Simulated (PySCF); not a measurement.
System: C3H11FNSi2 (charge −1).

| atom | x (Å) | y (Å) | z (Å) |
| --- | --- | --- | --- |
| C | -1.4883 | 1.2221 | 0.0293 |
| N | -0.6790 | 0.0587 | 0.2102 |
| C | -1.2784 | -1.0673 | -0.4331 |
| Si | -0.2260 | -0.3984 | 1.9884 |
| F | 0.2251 | 1.2530 | 2.2654 |
| C | 1.5505 | -0.7184 | 1.2461 |
| Si | 1.6230 | 0.1595 | -0.4299 |
| H | -2.5172 | 1.0806 | 0.4157 |
| H | -1.5687 | 1.4893 | -1.0364 |
| H | -1.0372 | 2.0566 | 0.5594 |
| H | -0.6547 | -1.9467 | -0.2750 |
| H | -2.2875 | -1.2922 | -0.0358 |
| H | -1.3782 | -0.9064 | -1.5175 |
| H | 1.7515 | -1.7924 | 1.1140 |
| H | 2.3452 | -0.3646 | 1.9123 |
| H | 3.1088 | 0.1671 | -0.7791 |
| H | 1.1283 | -0.5853 | -1.6088 |
| H | 1.3493 | 1.5961 | -0.5210 |

Geometry: GFN2-xTB, coordinate held.

All numbers below come from PBE0/pcSseg-1, SCF density, gas phase, non-relativistic (PySCF).

What can the converged electron density and electron localisation function tell about the bonding?

C–N (1.43 Å): ρ is about 2 e/Å³ halfway; the ELF peaks at about 0.90 between the atoms: localised, covalent bonding.
C–H (1.09 Å): ρ is about 2 e/Å³ halfway; the ELF climbs to about 1 towards the hydrogen, as it does in any bond to H (a covalent bond by its length).

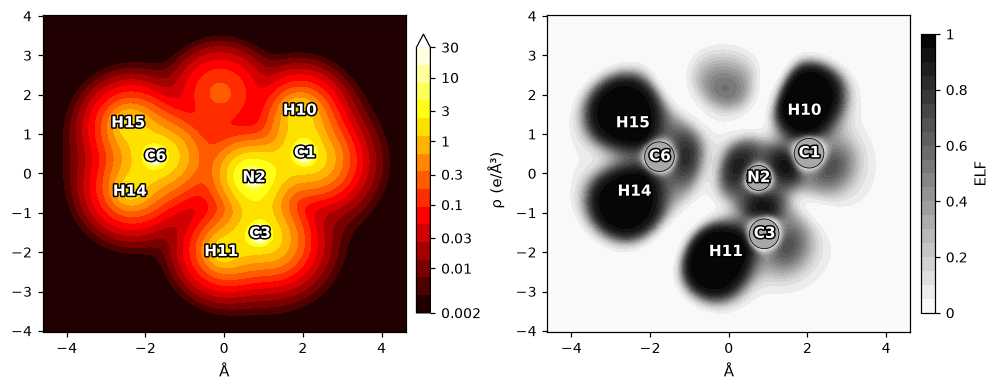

Computed electron density and electron localisation function on the plane of atoms N2, C3 and H11, in this order. Grey discs cover the atomic cores in the ELF map. 
